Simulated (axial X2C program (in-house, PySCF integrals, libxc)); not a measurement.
**Relativistic diatomic calculation for InRh**

System: InRh, single determinant with M_S = 1 and |Λ| = 2.
Method: HF, spin-free X2C-1e, In dyall-cv3z, Rh dyall-cv3z (cores contracted) (axial X2C program (in-house, PySCF integrals, libxc)).

**Input**
```
{"zs": [49, 45], "q": 0, "bas": ["dyall-cv3z", "dyall-cv3z"], "levels": ["PBE0", "HF", "BP86"], "cc": true, "r0": 2.67, "thr": -1.0, "nmax": 90, "npts": 10, "nst": 2, "ntry": 6}
```

The line is the task of a batch: nuclear charges, charge, bases, the levels to run, a first guess of the distance and further settings. This report covers HF without spin-orbit coupling. The log is that of the reference distance 2.518 Å.

The run was one of a batch that the task file lists, launched with:
```bash
python <driver script> task.json out
```

**Log**
```
spin-free X2C-1e  HF
basis functions 279  fitting functions 1321  grid points 5804
iter        total energy     max residual
   1     -10659.505947926     3.42e-01
   2     -10659.547573307     8.87e-03
   3     -10659.549736540     7.60e-03
   4     -10659.551604710     4.10e-03
   5     -10659.552423092     2.82e-03
   6     -10659.552972968     1.65e-03
   7     -10659.553375907     8.99e-04
   8     -10659.553615231     6.14e-04
   9     -10659.553739671     4.59e-04
  10     -10659.553806844     4.63e-04
  11     -10659.553834771     4.49e-04
  12     -10659.553857313     3.80e-04
  13     -10659.553874469     2.60e-04
  14     -10659.553887280     9.94e-05
  15     -10659.553888754     4.26e-05
  16     -10659.553889120     2.59e-05
  17     -10659.553889323     1.33e-05
  18     -10659.553889364     1.02e-05
  19     -10659.553889380     5.15e-06
  20     -10659.553889383     2.37e-06
  21     -10659.553889384     1.44e-06
converged
one-electron -15620.05005681  Coulomb 4793.47874238  exact exchange -296.38041056  xc functional 0.00000000  nuclear repulsion 463.39783562
correlated 12  virtual 342  natural virtual 90  E(MP2) -0.392666072  MP2 remainder -0.024496062
iter   CCSD correlation   residual
   1     -0.328810282   2.38e-01
   2     -0.342842097   1.48e-01
   3     -0.347887402   5.14e-02
   4     -0.348886517   3.01e-02
   5     -0.349624826   1.59e-02
   6     -0.350031373   7.69e-03
   7     -0.350072136   3.99e-03
   8     -0.350091470   2.26e-03
   9     -0.350134926   1.34e-03
  10     -0.350123249   6.60e-04
  11     -0.350134993   2.86e-04
  12     -0.350130574   1.37e-04
  13     -0.350131652   6.77e-05
  14     -0.350130823   3.77e-05
  15     -0.350130441   2.24e-05
  16     -0.350130044   1.12e-05
  17     -0.350129832   6.68e-06
  18     -0.350129653   3.96e-06
  19     -0.350129627   2.44e-06
  20     -0.350129592   1.55e-06
  21     -0.350129592   9.54e-07
(T) -0.024135975154388298  T1 0.0652  D1 0.1621  max T2 0.089
```

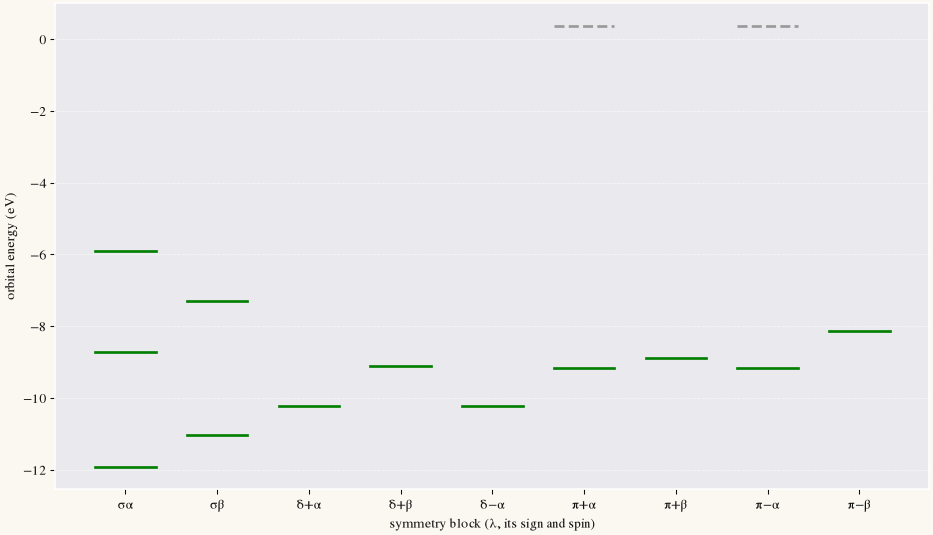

**Figure 1.** Orbital energies near the frontier at 2.52 Å, filled (solid) and empty (dashed); a label such as π−α means λ = −1 and α spin. The highest filled orbital (σα; 69 % In p, 25 % Rh s) lies at −5.90 eV, the lowest empty one (π−α; 54 % In p, 42 % Rh p) at 0.38 eV.

**Outcome**

```
                    quantity                                                                  value
                     outcome                                            1 of 5 points not converged
largest ⟨S²⟩ along the curve                                                                   2.13
                    hardware  1 thread of AMD EPYC (Zen 4), 64 GiB of memory available, shared host
                   wall time                                                                   11 s
```

**Diagnosis**

1 of the 5 points of the curve did not converge at the level reported and have no energy. The SCF at the reference distance, whose log is shown, did converge. The curve is incomplete. Hartree–Fock lacks correlation, so it usually binds too weakly.
